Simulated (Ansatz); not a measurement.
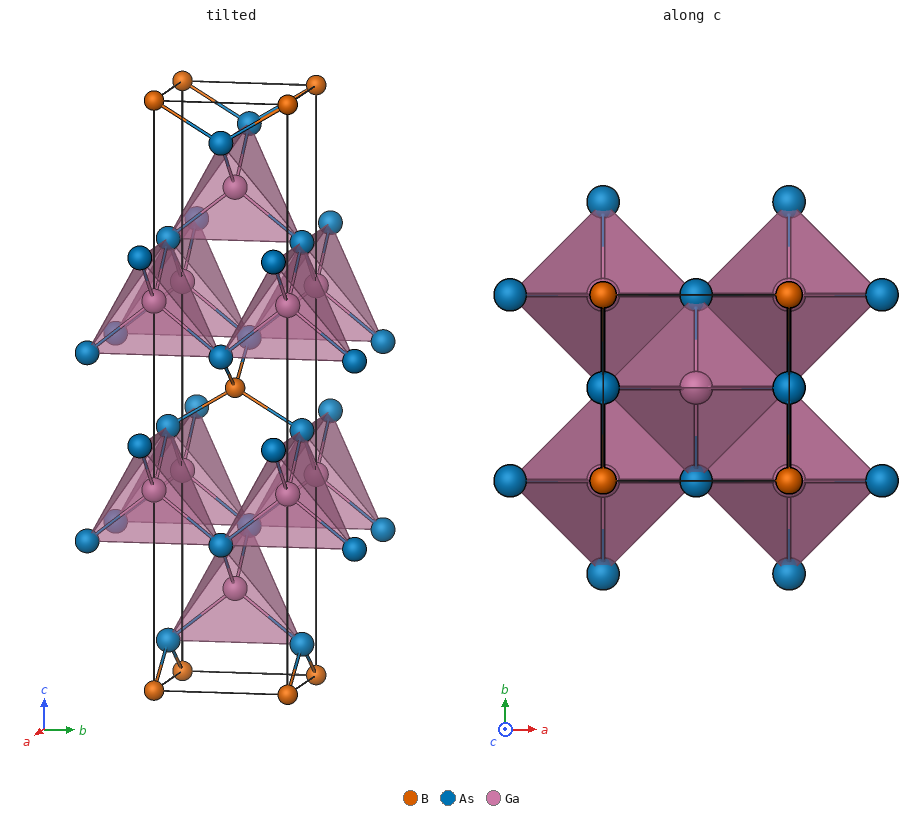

Crystal structure, polyhedral style, seen slightly off an axis and along the c axis. One conventional unit cell is framed, with atoms on its boundary repeated. Some neighbours outside the box are added.

Ga2BAs3, space group I-4m2 (No. 119), a = 3.772 Å, b = 3.772 Å, c = 16.460 Å, α = 90.00°, β = 90.00°, γ = 90.00°. Its origin is a structure type filled with these elements by a generator (whether the compound takes this form wasn't checked). Earlier steps of the study, as a rule a relaxation of our own, may have changed the cell and positions, so they can lie some per cent off the listed ones. It was the input of a calculation with Ansatz.

This one geometry was computed with Ansatz (DFT, plane waves, PAW) at five levels of theory: PBE0, HSE06, PBE, r2SCAN and PBE with spin-orbit coupling. It was relaxed beforehand with r2SCAN.

Question: Which level gives the highest pressure at this volume, and what does that say about its equilibrium volume?

Answer: Highest: PBE (2.6 GPa) and PBE with spin-orbit coupling (2.6 GPa), which points to the largest equilibrium volume. Lowest, with the smallest volume: PBE0 (0.0 GPa), HSE06 (0.2 GPa) and r2SCAN (0.0 GPa). Levels within 0.5 GPa of each other can't be told apart.

Question: How does the band gap change with the level of theory?

Answer: PBE with spin-orbit coupling: a gap of 0.51 eV, direct; PBE: a gap of 0.61 eV, direct; r2SCAN: a gap of 0.88 eV, direct; HSE06: a gap of 1.28 eV, indirect; PBE0: a gap of 1.93 eV, indirect.

Question: Collect the results in a table.

Answer:
| level | cutoff (eV) | k-mesh of the run's cell | gap (eV) | pressure (GPa) |
| --- | --- | --- | --- | --- |
| PBE0 | 420 | 6×6×6 | 1.93 | 0.0 |
| HSE06 | 420 | 6×6×6 | 1.28 | 0.2 |
| PBE | 420 | 10×10×10 | 0.61 | 2.6 |
| r2SCAN | 500 | 10×10×10 | 0.88 | 0.0 |
| PBE with spin-orbit coupling | 420 | 10×10×10 | 0.51 | 2.6 |

Gaps are taken on the k-mesh or band path of each run.
